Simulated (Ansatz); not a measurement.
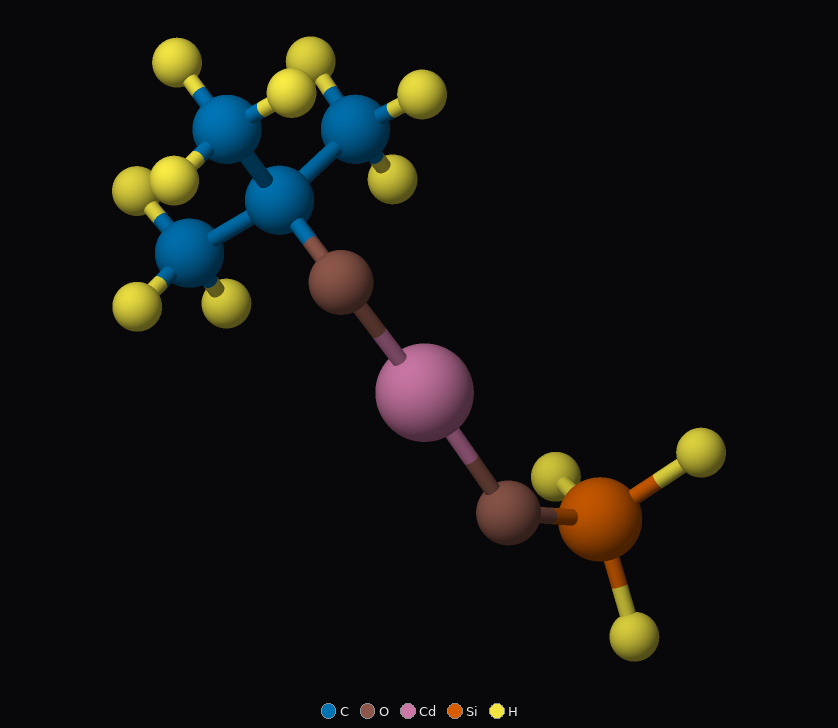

Question: Give the formula.

Answer: C4H12CdO2Si, 20 atoms: 4 carbon, 12 hydrogen, 1 cadmium, 2 oxygen and 1 silicon.

Question: Name functional groups in it.

Answer: Among them: Si–H bond, Si–O bond.

Question: How many bonds of each kind are drawn?

Answer: 9 C–H, 3 C–C, 3 Si–H, 2 Cd–O, 1 C–O, 1 O–Si.

Question: Write the SMILES.

Answer: CC(C)(C)[O][Cd][O][SiH3]

Question: Which point group does it belong to?

Answer: C1.

The parts below concern this one geometry. Atoms keep their numbers from picture to picture. The geometry was computed by an optimisation with PBE0-D4/def2-TZVP. No frequency run is at hand to confirm it as a minimum.

**Geometry**

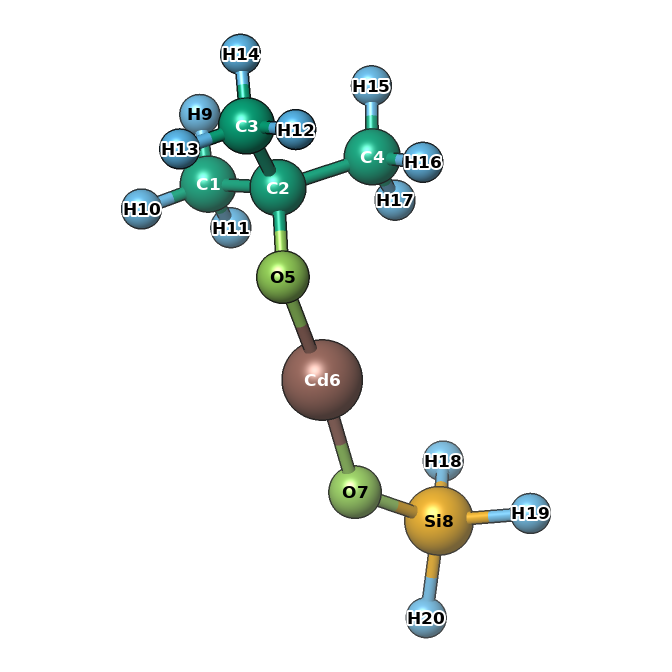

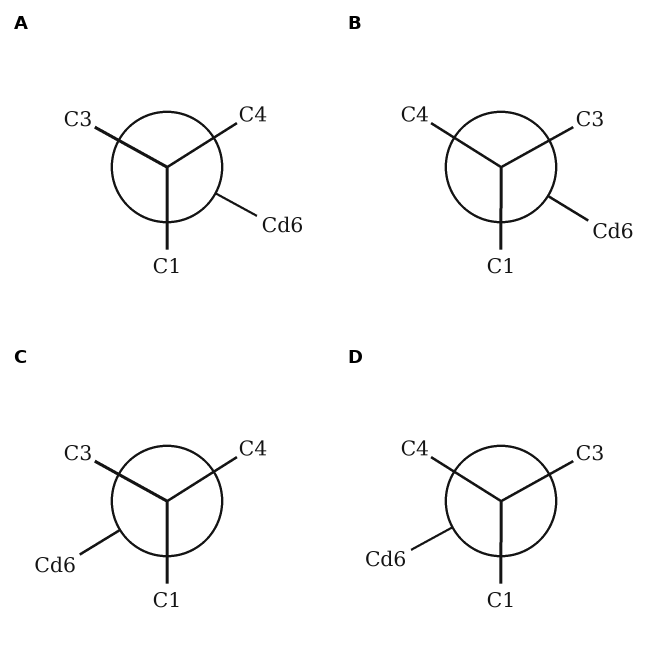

Atoms fade into the background with distance from the viewer. Bonds that would overlap in a projection are set slightly apart. No frequency run is at hand to confirm it as a minimum.

Question: Which Newman projection shows the view along C2–O5, with C2 in front?

Answer: D. The torsion angle C1–C2–O5–Cd6 is 62°, synclinal (gauche).

**Dipole moment**

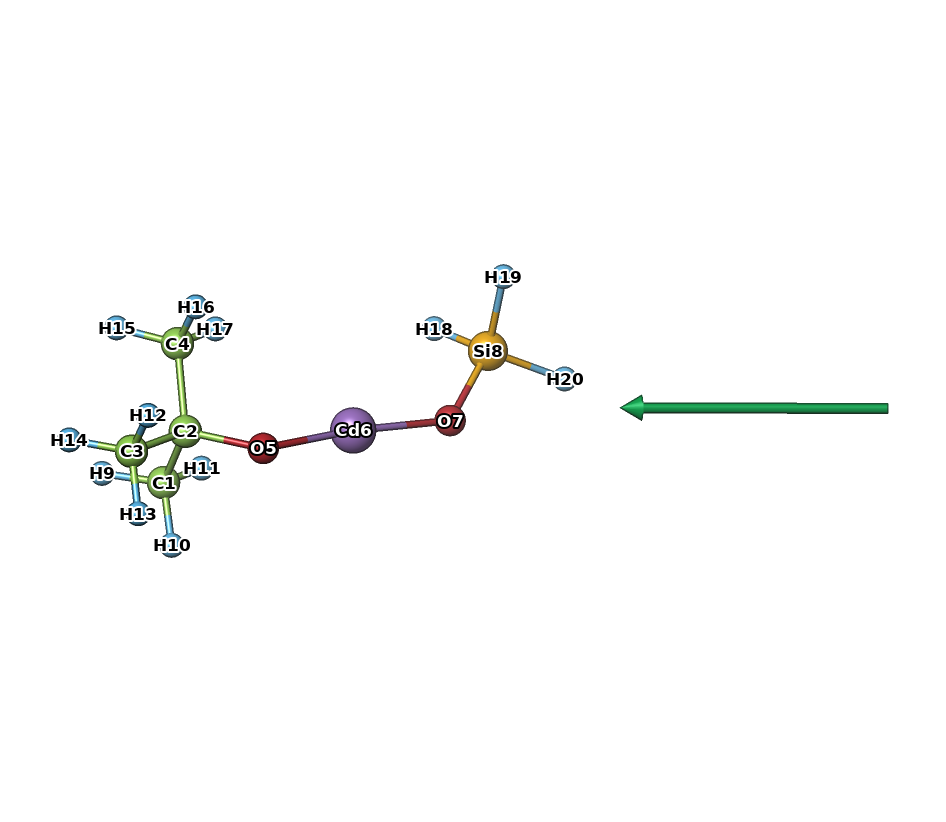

The arrow beside the molecule shows the direction of the dipole moment, from the negative to the positive end (its length means nothing). No frequency run is at hand to confirm it as a minimum. Properties computed with RKS PBE0-D4/def2-TZVP, core potentials on Cd (Ansatz 0.2.0).

Question: How large is the dipole moment?

Answer: 2.11 D; it points from the side of H20 to the side of H14 (the outermost atoms at the two ends).

**Charges**

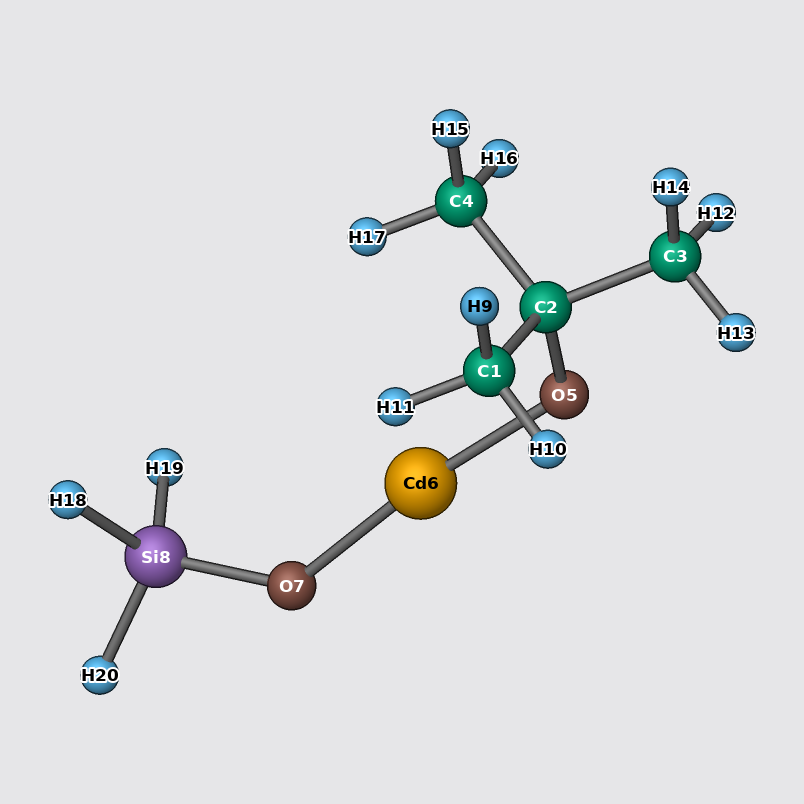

The questions are on Mulliken charges. No frequency run is at hand to confirm it as a minimum. Properties computed with RKS ωB97M-V/def2-TZVPP, core potentials on Cd (Ansatz 0.2.0).

Question: Which atom carries the highest charge (most positive or least negative)?

Answer: Cd6 (0.87 e).

Question: And the lowest?

Answer: O7 (−0.63 e).

List the Mulliken charges.

```
atom  value (e)
  C1      −0.31
  C2       0.20
  C3      −0.29
  C4      −0.32
  O5      −0.59
 Cd6       0.87
  O7      −0.63
 Si8       0.34
  H9       0.11
 H10       0.13
 H11       0.08
 H12       0.11
 H13       0.11
 H14       0.09
 H15       0.11
 H16       0.13
 H17       0.07
 H18      −0.07
 H19      −0.07
 H20      −0.05
```

**Electronic properties**

No frequency run is at hand to confirm it as a minimum. Level of theory: RKS revPBE-D4/def2-TZVPP, core potentials on Cd (Ansatz 0.2.0).

Question: Give the HOMO–LUMO gap at this level.

Answer: 3.59 eV.

Question: What is the dispersion correction?

Answer: −148.1 kJ/mol.

Question: What is the HOMO energy (Kohn–Sham orbital)?

Answer: −5.89 eV.

Mulliken values depend strongly on the basis set and can even reverse the polarity of a bond.
